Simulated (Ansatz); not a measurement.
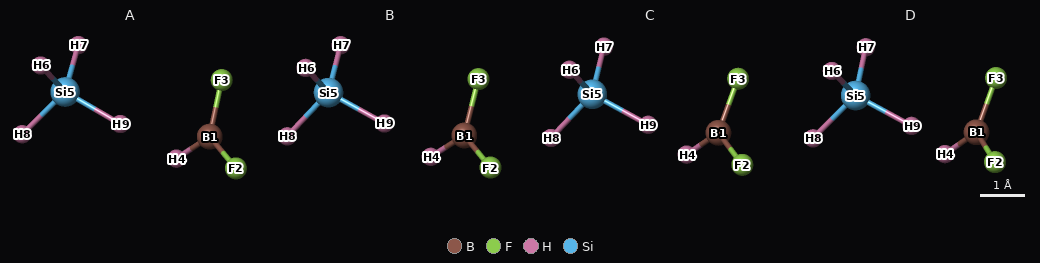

4 geometries from one relaxation of BSiH5F2, in shuffled order. Style: ball-and-stick. Shown at a tilt.

The run prepares an end point of a later path (reaction) calculation, from a guessed geometry.

The calculation used Ansatz 0.2.0, RKS PBE0-D4/6-31G*. Set-up: no spin polarisation; force threshold 0.03 eV/Å; at most 50 steps.

### Order the frames from highest to lowest energy.

D, C, B, A. They are steps 0, 1, 3, 5, at +0.146 eV, +0.073 eV, +0.022 eV relative to the last. The largest move after the best rigid fit is that of F2, 0.56 Å. By element the largest moves are F 0.56 Å, B 0.34 Å, H 0.31 Å, Si 0.27 Å. Some distances before and after: Si5–H9 1.473 → 1.489 Å. Over 5 geometry steps the energy falls by 0.146 eV. Largest force component: 0.48 eV/Å at the start, 0.014 eV/Å at the end.
